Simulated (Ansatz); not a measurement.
# ClH3Si: molecular dynamics

The plan is to follow the molecule's vibrations and see whether its bonds hold. The start is relaxed first. Runs: 300 steps of 0.5 fs under a Langevin thermostat at 300 K. SMILES of the start: [SiH3]Cl.

Method: RKS PBE/def2-SVPD, in Ansatz 0.2.0.

## (1) Starting point

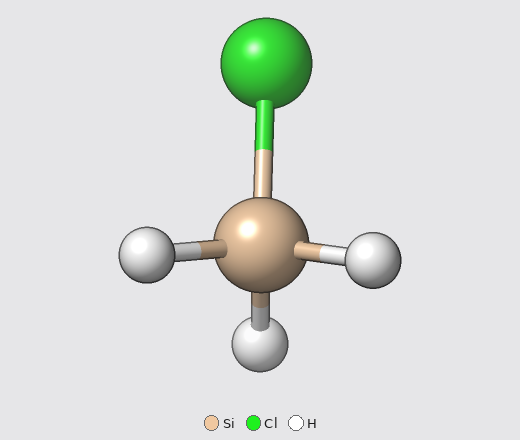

Start, viewed from a free direction; silicon light orange, chlorine green, hydrogen white.

Structure file:

```xyz
5

Si    0.0000    0.0000    0.0000
Cl    0.0000    0.0000    2.1300
H     1.3768    0.0000   -0.4862
H    -0.6877    1.1914   -0.4862
H    -0.6877   -1.1914   -0.4862
```

## (2) Relaxing the start

Input file input.yaml:

```yaml
crystal:
  periodic: [false, false, false]
  atoms:
    - { symbol: Si, position_ang: [0.0, 0.0, 0.0] }
    - { symbol: Cl, position_ang: [0.0, 0.0, 2.13] }
    - { symbol: H, position_ang: [1.3768, 0.0, -0.4862] }
    - { symbol: H, position_ang: [-0.6877, 1.1914, -0.4862] }
    - { symbol: H, position_ang: [-0.6877, -1.1914, -0.4862] }
basis:
  gaussian: { orbitals: def2-SVPD }
hamiltonian:
  xc: pbe
relax:
  f_tol: 0.02
  max_steps: 40
```

Started as:

```console
ansatz run input.yaml --threads 1 --pin off --max-ram 2048MiB --backend cpu --events-out ev --progress --plain --runs-dir out
```

Output, cut to the lines that bear on the results:

```text
Warning: RAYON_NUM_THREADS=1 ignored (pool sized by the plan → 1); use --threads N
[...]
Functional definition: PBE
[...]
696 factors; their error is unknown
[...]
mean field -20434.38284238 eV, -750.9497185353 hartree, gradient 5.9e-6 eV, S^2 0.000000; 0 other end points of the search recorded, 0 dependent functions left out
[...]
reference -20434.38288497 eV, -750.9497201004 hartree; 17, 17 occupied and 58, 58 virtual orbitals, 696 factors
relax step   1: F+E_penalty+E_count = -20434.38284238 eV  Δ(F+E_penalty+E_count) = +0.000e0 eV  max|allowed force component| = 8.672e-1 eV/Å  Δτ_max = 0.0000 Å  (25 SCF iters, accepted)
[...]
relax step   3: F+E_penalty+E_count = -20434.43903919 eV  Δ(F+E_penalty+E_count) = -5.652e-3 eV  max|allowed force component| = 7.257e-2 eV/Å  Δτ_max = 0.0174 Å  (27 SCF iters, accepted)
[...]
relax step   4: F+E_penalty+E_count = -20434.43915783 eV  Δ(F+E_penalty+E_count) = -1.186e-4 eV  max|allowed force component| = 1.124e-2 eV/Å  Δτ_max = 0.0017 Å  (19 SCF iters, accepted)
696 factors; their error is unknown
mean field -20434.43915783 eV, -750.9517880900 hartree, gradient 7.1e-5 eV, S^2 0.000000; 1 other end points of the search recorded, 0 dependent functions left out
[...]
reference -20434.43920056 eV, -750.9517896603 hartree; 17, 17 occupied and 58, 58 virtual orbitals, 696 factors
Total energy: -20434.43920056 eV, -750.9517896603 hartree
Atom 0 at     0.000293    -0.000000    -0.007070 Å, force    -0.000061    -0.000000     0.010833 eV/Å
Atom 1 at     0.000085     0.000000     2.091895 Å, force     0.000003    -0.000000    -0.011239 eV/Å
Atom 2 at     1.423989    -0.000000    -0.470994 Å, force    -0.002521     0.000000     0.000124 eV/Å
Atom 3 at    -0.711484     1.232920    -0.471216 Å, force     0.001290    -0.002265     0.000141 eV/Å
Atom 4 at    -0.711484    -1.232920    -0.471216 Å, force     0.001290     0.002265     0.000141 eV/Å
Dipole moment:     0.000031    -0.000000    -0.314588 e Å
```

Run time: 6.7 s. Hardware: 1 thread of Arm Neoverse V1, shared host; peak memory 0.11 GiB.

The steps of the relaxation:

```tsv
step	energy from step 1 (eV)	largest force component (eV/Å)
1	0.0000	0.8672
2	-0.0505	0.3641
3	-0.0562	0.0726
4	-0.0563	0.0112
```

Step 1 is the start.

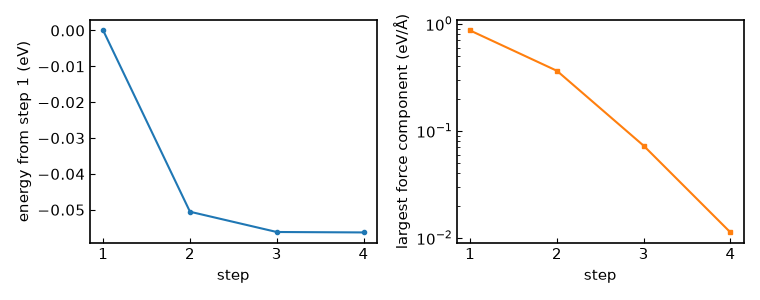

Energy and largest force along the relaxation.

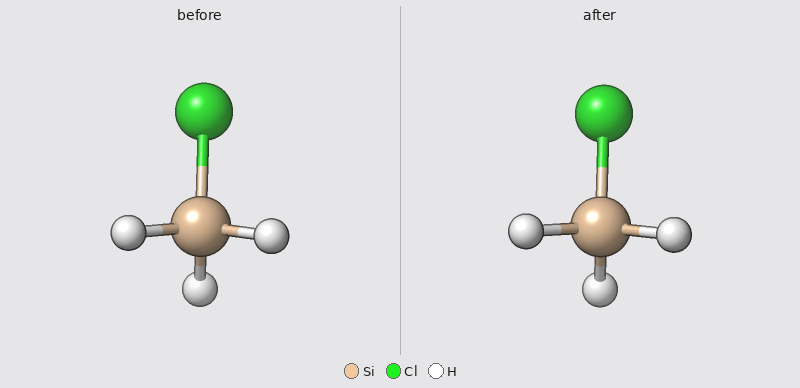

Before and after, at one scale.

After: Bond lengths: Si1–Cl2 2.099 Å, Si1–H3 1.497 Å, Si1–H4 1.497 Å, Si1–H5 1.497 Å. Angles: Cl2–Si1–H3 108.1°, Cl2–Si1–H4 108.1°, Cl2–Si1–H5 108.1°, H3–Si1–H4 110.8°, H3–Si1–H5 110.8°, H4–Si1–H5 110.9°.

## (3) The run

300 steps of 0.5 fs under a Langevin thermostat at 300 K, from the relaxed start.

Input file input.yaml:

```yaml
crystal:
  periodic: [false, false, false]
  atoms:
    - { symbol: Si, position_ang: [0.000293, 0.0, -0.00707] }
    - { symbol: Cl, position_ang: [8.5e-05, 0.0, 2.091895] }
    - { symbol: H, position_ang: [1.423989, 0.0, -0.470994] }
    - { symbol: H, position_ang: [-0.711484, 1.23292, -0.471216] }
    - { symbol: H, position_ang: [-0.711484, -1.23292, -0.471216] }
basis:
  gaussian: { orbitals: def2-SVPD }
hamiltonian:
  xc: pbe
md:
  timestep: 0.5
  n_steps: 300
  ensemble: nvt_langevin
  temperature: 300.0
  initial_velocities: maxwell_boltzmann
  seed: 812148
  friction: 0.001
```

Started as:

```console
ansatz run input.yaml --threads 1 --pin off --max-ram 2048MiB --backend cpu --events-out ev --progress --plain --runs-dir out
```

Output, cut to the lines that bear on the results:

```text
Warning: RAYON_NUM_THREADS=1 ignored (pool sized by the plan → 1); use --threads N
[...]
[... 1 set-up line as earlier in the session ...]
[...]
696 factors; their error is unknown
[...]
mean field -20434.43915783 eV, -750.9517880899 hartree, gradient 1.9e-5 eV, S^2 0.000000; 0 other end points of the search recorded, 0 dependent functions left out
[...]
reference -20434.43920056 eV, -750.9517896602 hartree; 17, 17 occupied and 58, 58 virtual orbitals, 696 factors
md step     0: t =     0.00 fs  T =   240.0 K  F+E_penalty+E_count = -20434.43915783 eV  E_kin = 0.155112 eV  (25 SCF iters)
[...]
md step    22: t =    11.00 fs  T =    32.7 K  F+E_penalty+E_count = -20434.30125427 eV  E_kin = 0.021142 eV  (18 SCF iters)
[...]
md step    44: t =    22.00 fs  T =   183.4 K  F+E_penalty+E_count = -20434.40940093 eV  E_kin = 0.118517 eV  (26 SCF iters)
[...]
md step    66: t =    33.00 fs  T =   133.1 K  F+E_penalty+E_count = -20434.37792070 eV  E_kin = 0.085992 eV  (25 SCF iters)
[...]
md step    88: t =    44.00 fs  T =    79.1 K  F+E_penalty+E_count = -20434.33066882 eV  E_kin = 0.051130 eV  (26 SCF iters)
md step    89: t =    44.50 fs  T =    81.4 K  F+E_penalty+E_count = -20434.33254496 eV  E_kin = 0.052580 eV  (26 SCF iters)
```

## (4) The output, continued: dynamics from the start

The log, continued, cut to the lines that bear on the results:

```text
md step    90: t =    45.00 fs  T =    79.7 K  F+E_penalty+E_count = -20434.33349926 eV  E_kin = 0.051522 eV  (26 SCF iters)
[...]
md step   119: t =    59.50 fs  T =   190.3 K  F+E_penalty+E_count = -20434.40010346 eV  E_kin = 0.122976 eV  (26 SCF iters)
[...]
md step   148: t =    74.00 fs  T =   205.5 K  F+E_penalty+E_count = -20434.40279458 eV  E_kin = 0.132798 eV  (26 SCF iters)
[...]
md step   177: t =    88.50 fs  T =   117.4 K  F+E_penalty+E_count = -20434.33554439 eV  E_kin = 0.075907 eV  (27 SCF iters)
[...]
md step   204: t =   102.00 fs  T =    73.6 K  F+E_penalty+E_count = -20434.31200864 eV  E_kin = 0.047548 eV  (28 SCF iters)
md step   205: t =   102.50 fs  T =    67.3 K  F+E_penalty+E_count = -20434.30643449 eV  E_kin = 0.043517 eV  (28 SCF iters)
```

## (5) The output, continued: dynamics from the start

Output, continued, cut to the lines that bear on the results:

```text
md step   206: t =   103.00 fs  T =    62.3 K  F+E_penalty+E_count = -20434.30332165 eV  E_kin = 0.040282 eV  (28 SCF iters)
[...]
md step   229: t =   114.50 fs  T =   218.7 K  F+E_penalty+E_count = -20434.40440923 eV  E_kin = 0.141375 eV  (26 SCF iters)
[...]
md step   252: t =   126.00 fs  T =   129.5 K  F+E_penalty+E_count = -20434.34284133 eV  E_kin = 0.083705 eV  (26 SCF iters)
[...]
md step   275: t =   137.50 fs  T =   153.1 K  F+E_penalty+E_count = -20434.37001430 eV  E_kin = 0.098922 eV  (27 SCF iters)
[...]
md step   298: t =   149.00 fs  T =   169.6 K  F+E_penalty+E_count = -20434.39025443 eV  E_kin = 0.109593 eV  (26 SCF iters)
md step   299: t =   149.50 fs  T =   183.3 K  F+E_penalty+E_count = -20434.39434992 eV  E_kin = 0.118450 eV  (27 SCF iters)
[...]
md step   300: t =   150.00 fs  T =   193.0 K  F+E_penalty+E_count = -20434.39911493 eV  E_kin = 0.124741 eV  (24 SCF iters)
Total energy: -20434.39915781 eV, -750.9503181161 hartree
Atom 0 at     0.127830    -0.064153    -0.128307 Å, force    -0.288976     0.480922    -0.892851 eV/Å
Atom 1 at    -0.077427     0.170158     1.925502 Å, force    -0.005058    -0.063264     0.291709 eV/Å
Atom 2 at     1.197792     0.915079    -0.603771 Å, force    -0.390827    -0.231569     0.135152 eV/Å
Atom 3 at    -1.248111     0.221068    -0.775035 Å, force     0.701130    -0.085365     0.309203 eV/Å
Atom 4 at     0.565642    -1.446718    -0.493071 Å, force    -0.016269    -0.100724     0.156787 eV/Å
Dipole moment:     0.030180    -0.039789    -0.260970 e Å
```

Run time: 7.1 min. Hardware: 1 thread of Arm Neoverse V1, shared host; peak memory 0.11 GiB.

## (6) Frames and traces

One step in 16; energies are changes from step 0:

```tsv
time (fs)	T (K)	potential energy change (meV/atom)
0.0	240	0.0
8.0	91	20.1
16.0	172	9.6
24.0	139	12.8
32.0	128	12.9
40.0	133	13.7
48.0	48	25.7
56.0	162	9.1
64.0	81	22.1
72.0	157	12.4
80.0	119	20.1
88.0	100	22.6
96.0	220	7.7
104.0	68	26.8
112.0	217	7.1
120.0	91	24.2
128.0	195	11.3
136.0	172	11.3
144.0	125	18.0
150.0	193	8.0
```

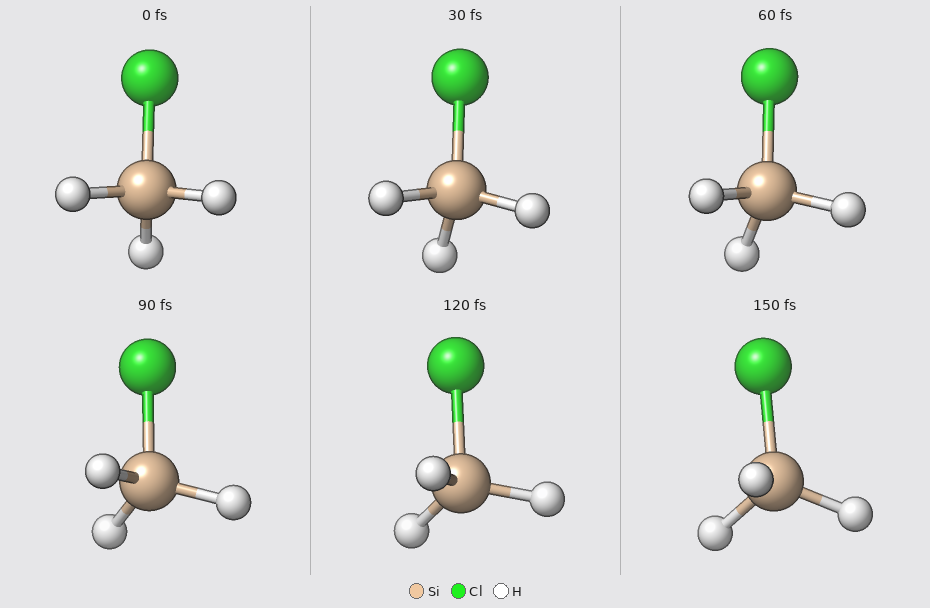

The system at six times, viewed from a free direction. Sticks join atoms within a bonding distance in each frame.

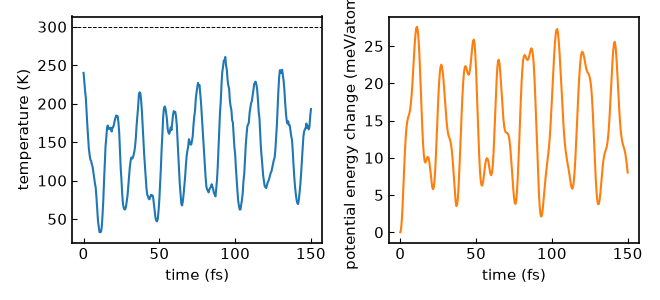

Time series of the run, each on its own scale. The dashed line is the set temperature.

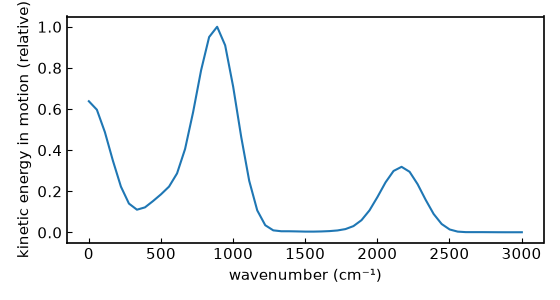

Power spectrum of the mass-weighted velocities; a run of 150 fs resolves no finer than about 440 cm⁻¹.

Maxima of the velocity power spectrum (cm⁻¹, relative height; resolution about 440 cm⁻¹): 890 (100), 2170 (32).

## (7) Frames from the trajectory

Positions (Å) and forces (eV/Å):

```xyz
5
time_fs=19.0 T=169 dE=0.0481
Si    0.009    0.008    0.014    0.209   -1.018   -0.098
Cl   -0.022   -0.009    2.077   -0.062    0.080    0.633
H     1.418    0.111   -0.398    0.444    0.074   -0.182
H    -0.770    1.113   -0.495   -0.573    0.825   -0.305
H    -0.562   -1.302   -0.441   -0.018    0.039   -0.049
5
time_fs=37.5 T=213 dE=0.0184
Si    0.023    0.004   -0.028   -0.250   -0.088    0.518
Cl   -0.038    0.001    2.105    0.047   -0.103   -0.495
H     1.431    0.261   -0.440    0.094    0.035   -0.043
H    -0.899    1.115   -0.431    0.051   -0.052   -0.116
H    -0.451   -1.333   -0.552    0.057    0.208    0.137
5
time_fs=56.0 T=162 dE=0.0454
Si    0.035    0.006   -0.033   -0.315    0.450   -0.006
Cl   -0.048    0.012    2.093    0.075    0.043   -0.437
H     1.446    0.373   -0.486   -0.450   -0.116    0.182
H    -1.002    1.048   -0.541    0.613   -0.596    0.267
H    -0.342   -1.391   -0.463    0.077    0.220   -0.006
5
time_fs=75.0 T=221 dE=0.0234
Si    0.045   -0.009   -0.018    0.106    0.393   -0.717
Cl   -0.041    0.035    2.046   -0.094    0.007    0.538
H     1.420    0.505   -0.404   -0.349   -0.058    0.003
H    -1.073    0.863   -0.589    0.386   -0.258    0.195
H    -0.110   -1.422   -0.473   -0.048   -0.084   -0.019
5
time_fs=94.0 T=250 dE=0.0160
Si    0.064   -0.022   -0.058    0.069   -0.162    0.222
Cl   -0.055    0.068    2.033    0.057   -0.072    0.060
H     1.308    0.655   -0.489    0.302    0.096   -0.064
H    -1.105    0.707   -0.563   -0.454    0.247   -0.252
H     0.035   -1.444   -0.507    0.026   -0.109    0.033
5
time_fs=112.5 T=225 dE=0.0324
Si    0.082   -0.025   -0.102    0.180   -0.850    0.753
Cl   -0.072    0.093    2.023    0.087    0.102   -0.504
H     1.267    0.717   -0.587    0.228    0.229    0.004
H    -1.165    0.498   -0.670   -0.444    0.226   -0.213
H     0.244   -1.503   -0.392   -0.050    0.292   -0.041
5
time_fs=131.0 T=244 dE=0.0191
Si    0.100   -0.054   -0.113    0.158    0.163   -0.031
Cl   -0.075    0.131    1.974   -0.119   -0.053   -0.008
H     1.242    0.878   -0.468   -0.234   -0.277   -0.103
H    -1.189    0.390   -0.771    0.229   -0.103    0.146
H     0.405   -1.503   -0.419   -0.033    0.270   -0.004
5
time_fs=150.0 T=193 dE=0.0400
Si    0.128   -0.064   -0.128   -0.289    0.481   -0.893
Cl   -0.077    0.170    1.925   -0.005   -0.063    0.292
H     1.198    0.915   -0.604   -0.391   -0.232    0.135
H    -1.248    0.221   -0.775    0.701   -0.085    0.309
H     0.566   -1.447   -0.493   -0.016   -0.101    0.157
```

## (8) Summary of results

```
                        quantity                         value
         relaxation of the start       3 moves, 0.056 eV lower
                          length           300 steps of 0.5 fs
temperature, first and last step                 240 and 193 K
        temperature, second half  mean 154 K, from 62 to 261 K
   potential energy, second half   +15 meV/atom from the start
          bonds formed or broken                             0
```

**Reading.** Against a set 300 K the second half averages 154 K with a spread of 55 K; 15 meV/atom has gone into potential energy, and a thermostat that acts over some 1000 fs has not made it up in 150 fs. The bonding pattern survives the run. 150 fs on 5 atoms is far too short and small for converged averages. The nuclei move classically, without zero-point motion, which matters most for hydrogen.
